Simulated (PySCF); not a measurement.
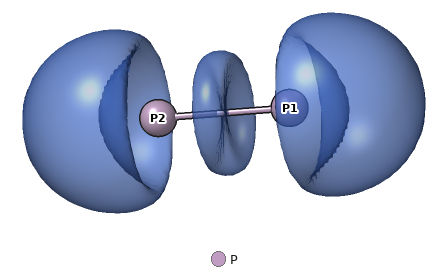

The picture shows: P$_{2}$. Isosurface of the electron localisation function at 0.8 (blue), seen from one side. Core shells and regions of very low density are left out.

Method: PBE0/aug-pcseg-1, non-relativistic, at a bond length of 1.895 Å in PySCF.

Question: Describe the localisation domains.

Answer: The ELF exceeds this value in one region between bonded P–P atoms (shared pairs) and two lobes on P, pointing away from the bonds (lone pairs). Along the contacts the grid gives the following. P–P (1.89 Å): the ELF peaks at about 0.85 between the atoms (a covalent bond).
